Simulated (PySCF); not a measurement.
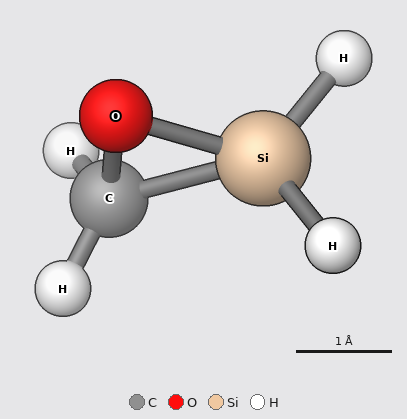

Figure 1. The structure (ball-and-stick view, seen at a tilt). Bond lengths as drawn: C–H 1.09 Å, C–O 1.46 Å, C–Si 1.81 Å, H–Si 1.47 Å and O–Si 1.68 Å.

## Single-point calculation of CH4OSi

- system: CH4OSi, SMILES C1O[SiH2]1
- method: CCSD(T)/6-311+G*, RHF, sfX2C (PySCF 2.14.0)

The geometry was optimised with HF/cc-pVDZ.

### The input (run.py)
```python
from pyscf import gto, scf, cc

system = gto.Mole()
system.atom = 'start.xyz'
system.verbose = 4
system.spin = 0
system.max_memory = 1860
system.basis = '6-311+g*'
system.build()

hf = scf.RHF(system)
hf = hf.x2c()
hf.kernel()

mycc = cc.CCSD(hf, frozen=7)
mycc.kernel()
e_t = mycc.ccsd_t()
e_tot = mycc.e_tot + e_t
print('E(%s) = %.9f' % ('CCSD(T)', e_tot))
dip = hf.dip_moment()
pop, q = hf.mulliken_pop()
```

### File start.xyz
```
7
CH4OSi
C     -0.561394    -0.308222    -0.694392
O     -0.038489    -1.167769     0.360450
Si     0.528771     0.400078     0.569489
H     -1.641043    -0.195140    -0.652106
H     -0.197692    -0.580133    -1.681309
H      0.006646     1.152715     1.724076
H      1.964302     0.630572     0.328093
```

Hardware: 1 thread of Arm Neoverse V1, 24 GiB of memory available, shared host.

Command:
```bash
OMP_NUM_THREADS=1 python run.py
```

### What the program printed
```
PySCF version 2.14.0

[INPUT] num. atoms = 7
[INPUT] num. electrons = 32
[INPUT] charge = 0
[INPUT] spin (= nelec alpha-beta = 2S) = 0
[INPUT] symmetry False subgroup None
[INPUT] Mole.unit = angstrom
[INPUT] Symbol           X                Y                Z      unit          X                Y                Z       unit  Magmom
[INPUT]  1 C     -0.561394000000  -0.308222000000  -0.694392000000 AA   -1.060880907974  -0.582455165566  -1.312210703089 Bohr   0.0
[INPUT]  2 O     -0.038489000000  -1.167769000000   0.360450000000 AA   -0.072733668808  -2.206763586757   0.681151781599 Bohr   0.0
[INPUT]  3 Si     0.528771000000   0.400078000000   0.569489000000 AA    0.999232372612   0.756037848464   1.076178240952 Bohr   0.0
[INPUT]  4 H     -1.641043000000  -0.195140000000  -0.652106000000 AA   -3.101121828635  -0.368761155948  -1.232301744186 Bohr   0.0
[INPUT]  5 H     -0.197692000000  -0.580133000000  -1.681309000000 AA   -0.373583737018  -1.096292485822  -3.177213540766 Bohr   0.0
[INPUT]  6 H      0.006646000000   1.152715000000   1.724076000000 AA    0.012559119824   2.178315649678   3.258031457936 Bohr   0.0
[INPUT]  7 H      1.964302000000   0.630572000000   0.328093000000 AA    3.711992805935   1.191608381819   0.620005913387 Bohr   0.0

nuclear repulsion = 109.3351927117
number of shells = 46
number of NR pGTOs = 139
number of NR cGTOs = 86
basis = 6-311+g*
ecp = {}

******** <class 'pyscf.x2c.sfx2c1e.sfX2C1eRHF'> ********
method = sfX2C1eRHF
initial guess = minao
damping factor = 0
level_shift factor = 0
DIIS = <class 'pyscf.scf.diis.CDIIS'>
diis_start_cycle = 1
diis_space = 8
diis_damp = 0
SCF conv_tol = 1e-09
SCF conv_tol_grad = None
SCF max_cycles = 50
direct_scf = True
direct_scf_tol = 1e-13

******** <class 'pyscf.x2c.sfx2c1e.SpinFreeX2CHelper'> ********
approx = 1e
xuncontract = 1
Set gradient conv threshold to 3.16228e-05
Initial guess from minao.
init E= -404.905382478363
  HOMO = -0.279046155200149  LUMO = 0.0139255601755237  gap/eV = 7.97217
cycle= 1 E= -404.51732845552  delta_E= 0.388  |g|= 0.594  |ddm|= 1.94
  HOMO = -0.355354202577025  LUMO = 0.035651624325314  gap/eV = 10.63981
cycle= 2 E= -404.566813566094  delta_E= -0.0495  |g|= 0.448  |ddm|= 0.736
  HOMO = -0.394376774236772  LUMO = 0.0439807658787728  gap/eV = 11.92832
cycle= 3 E= -404.60236192581  delta_E= -0.0355  |g|= 0.051  |ddm|= 0.272
  HOMO = -0.386122286001898  LUMO = 0.0474350471203877  gap/eV = 11.79770
cycle= 4 E= -404.60328979928  delta_E= -0.000928  |g|= 0.012  |ddm|= 0.0895
  HOMO = -0.38981184208938  LUMO = 0.0471672878259671  gap/eV = 11.89081
cycle= 5 E= -404.603345214158  delta_E= -5.54e-05  |g|= 0.00351  |ddm|= 0.0206
  HOMO = -0.389131114569894  LUMO = 0.0471457381324862  gap/eV = 11.87170
cycle= 6 E= -404.603350346614  delta_E= -5.13e-06  |g|= 0.00107  |ddm|= 0.00691
  HOMO = -0.389247758728814  LUMO = 0.0471617231222232  gap/eV = 11.87531
cycle= 7 E= -404.603351134544  delta_E= -7.88e-07  |g|= 0.00041  |ddm|= 0.00229
  HOMO = -0.389249849466472  LUMO = 0.0471615199695504  gap/eV = 11.87536
cycle= 8 E= -404.603351249341  delta_E= -1.15e-07  |g|= 0.000102  |ddm|= 0.000953
  HOMO = -0.389246263383041  LUMO = 0.047162883166437  gap/eV = 11.87530
cycle= 9 E= -404.60335125723  delta_E= -7.89e-09  |g|= 2.39e-05  |ddm|= 0.000289
  HOMO = -0.389243985323674  LUMO = 0.0471628321361622  gap/eV = 11.87523
cycle= 10 E= -404.60335125771  delta_E= -4.81e-10  |g|= 7.19e-06  |ddm|= 7.66e-05
  HOMO = -0.389244296214694  LUMO = 0.047162720235614  gap/eV = 11.87524
Extra cycle  E= -404.603351257749  delta_E= -3.82e-11  |g|= 3.51e-06  |ddm|= 1.5e-05
converged SCF energy = -404.603351257749

******** <class 'pyscf.cc.ccsd.CCSD'> ********
CC2 = 0
CCSD nocc = 9, nmo = 79
frozen orbitals 7
max_cycle = 50
direct = 0
conv_tol = 1e-07
conv_tol_normt = 1e-05
diis_space = 6
diis_start_cycle = 0
diis_start_energy_diff = 1e+09
Init t2, MP2 energy = -405.026380737063  E_corr(MP2) -0.423029479314169
Init E_corr(CCSD) = -0.423029479320907
cycle = 1  E_corr(CCSD) = -0.428997546285951  dE = -0.00596806697  norm(t1,t2) = 0.0640802
cycle = 2  E_corr(CCSD) = -0.444263193858235  dE = -0.0152656476  norm(t1,t2) = 0.0213901
cycle = 3  E_corr(CCSD) = -0.445033731336309  dE = -0.000770537478  norm(t1,t2) = 0.0119551
cycle = 4  E_corr(CCSD) = -0.447521928826661  dE = -0.00248819749  norm(t1,t2) = 0.00486011
cycle = 5  E_corr(CCSD) = -0.447686076015496  dE = -0.000164147189  norm(t1,t2) = 0.00153222
cycle = 6  E_corr(CCSD) = -0.447536554744769  dE = 0.000149521271  norm(t1,t2) = 0.000669015
cycle = 7  E_corr(CCSD) = -0.447509973415484  dE = 2.65813293e-05  norm(t1,t2) = 0.00022479
cycle = 8  E_corr(CCSD) = -0.447528739669772  dE = -1.87662543e-05  norm(t1,t2) = 8.74824e-05
cycle = 9  E_corr(CCSD) = -0.44752811110377  dE = 6.28566002e-07  norm(t1,t2) = 3.62194e-05
cycle = 10  E_corr(CCSD) = -0.447527832879248  dE = 2.78224522e-07  norm(t1,t2) = 1.16221e-05
cycle = 11  E_corr(CCSD) = -0.447527898969348  dE = -6.60900996e-08  norm(t1,t2) = 4.68734e-06
```

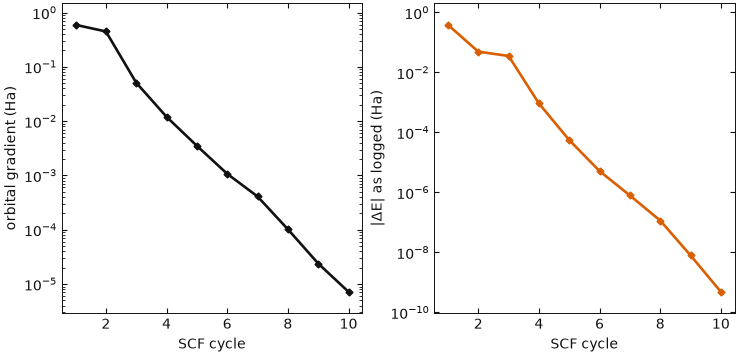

Figure 2. Convergence of the self-consistent field: orbital gradient and size of the energy change against the SCF cycle. The residual falls at every step.

```
CCSD converged
E(CCSD) = -405.0508791567179  E_corr = -0.447527898969348
CCSD(T) correction = -0.0161902002109061
E(CCSD(T)) = -405.067069357
Dipole moment(X, Y, Z, Debye):  0.47566,  2.58376, -0.29944
 ** Mulliken pop  **
pop of  0 C 1s            1.10853
pop of  0 C 2s            0.88566
pop of  0 C 3s            0.73485
pop of  0 C 4s            0.71386
pop of  0 C 5s            0.08628
pop of  0 C 2px           0.20334
pop of  0 C 2py           0.17502
pop of  0 C 2pz           0.18067
pop of  0 C 3px           0.57701
pop of  0 C 3py           0.48564
pop of  0 C 3pz           0.53075
pop of  0 C 4px           0.33897
pop of  0 C 4py           0.32416
pop of  0 C 4pz           0.23609
pop of  0 C 5px           0.01194
pop of  0 C 5py           0.01138
pop of  0 C 5pz           0.01086
pop of  0 C 3dxy          0.01094
pop of  0 C 3dyz          0.02215
pop of  0 C 3dz^2         0.02900
pop of  0 C 3dxz          0.01742
pop of  0 C 3dx2-y2       0.01840
pop of  1 O 1s            1.09341
pop of  1 O 2s            0.90246
pop of  1 O 3s            0.99343
pop of  1 O 4s            0.93459
pop of  1 O 5s           -0.15392
pop of  1 O 2px           0.32560
pop of  1 O 2py           0.29931
pop of  1 O 2pz           0.28546
pop of  1 O 3px           0.73384
pop of  1 O 3py           0.69903
pop of  1 O 3pz           0.66461
pop of  1 O 4px           0.62010
pop of  1 O 4py           0.47483
pop of  1 O 4pz           0.52395
pop of  1 O 5px          -0.00149
pop of  1 O 5py          -0.03267
pop of  1 O 5pz          -0.02789
pop of  1 O 3dxy          0.00326
pop of  1 O 3dyz          0.00496
pop of  1 O 3dz^2         0.00191
pop of  1 O 3dxz          0.00114
pop of  1 O 3dx2-y2       0.00282
pop of  2 Si 1s           0.80878
pop of  2 Si 2s           1.16024
pop of  2 Si 3s           0.97547
pop of  2 Si 4s           1.01401
pop of  2 Si 5s           0.75588
pop of  2 Si 6s           0.44690
pop of  2 Si 7s           0.02634
pop of  2 Si 2px          0.65631
pop of  2 Si 2py          0.65278
pop of  2 Si 2pz          0.65566
pop of  2 Si 3px          1.31078
pop of  2 Si 3py          1.31259
pop of  2 Si 3pz          1.31116
pop of  2 Si 4px          0.20841
pop of  2 Si 4py          0.18194
pop of  2 Si 4pz          0.20325
pop of  2 Si 5px          0.50393
pop of  2 Si 5py          0.29683
pop of  2 Si 5pz          0.46148
pop of  2 Si 6px         -0.01934
pop of  2 Si 6py          0.00169
pop of  2 Si 6pz         -0.00495
pop of  2 Si 7px          0.01064
pop of  2 Si 7py          0.00359
pop of  2 Si 7pz          0.00712
pop of  2 Si 3dxy         0.04699
pop of  2 Si 3dyz         0.04879
pop of  2 Si 3dz^2        0.04872
pop of  2 Si 3dxz         0.04018
pop of  2 Si 3dx2-y2      0.07912
pop of  3 H 1s            0.27015
pop of  3 H 2s            0.42930
pop of  3 H 3s            0.05308
pop of  4 H 1s            0.27015
pop of  4 H 2s            0.42930
pop of  4 H 3s            0.05308
pop of  5 H 1s            0.24334
pop of  5 H 2s            0.58597
pop of  5 H 3s            0.28467
pop of  6 H 1s            0.24334
pop of  6 H 2s            0.58597
pop of  6 H 3s            0.28467
 ** Mulliken atomic charges  **
charge of    0C =     -0.71293
charge of    1O =     -0.34874
charge of    2Si =      0.79469
charge of    3H =      0.24748
charge of    4H =      0.24748
charge of    5H =     -0.11399
charge of    6H =     -0.11399
```

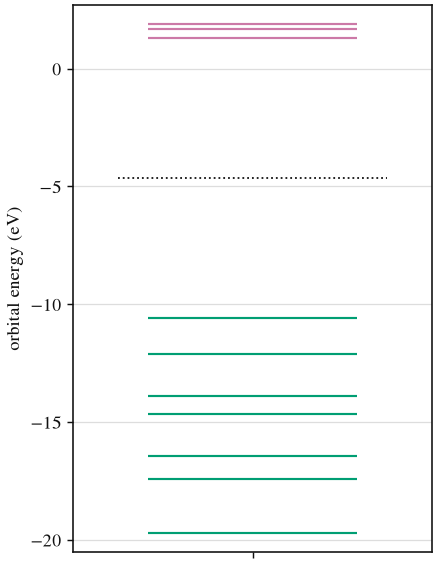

Figure 3. Orbital energies near the frontier (SCF reference); the dotted line parts filled from empty levels, and levels within 0.02 eV of each other stand side by side. Highest filled −10.59 eV, lowest empty 1.28 eV, 11.87 eV apart.

### Key numbers

| quantity | value |
| --- | --- |
| outcome | converged |
| total energy | −405.067069 hartree |
| SCF energy | −404.603351 hartree |
| correlation energy | −0.463718 hartree |
| (T) correction | −0.016190 hartree |
| basis functions | 86 |
| T1 diagnostic | 0.016 |
| HOMO of the SCF reference | −10.59 eV |
| LUMO of the SCF reference | 1.28 eV |
| wall time | 20 s |
| peak memory | 0.38 GiB |
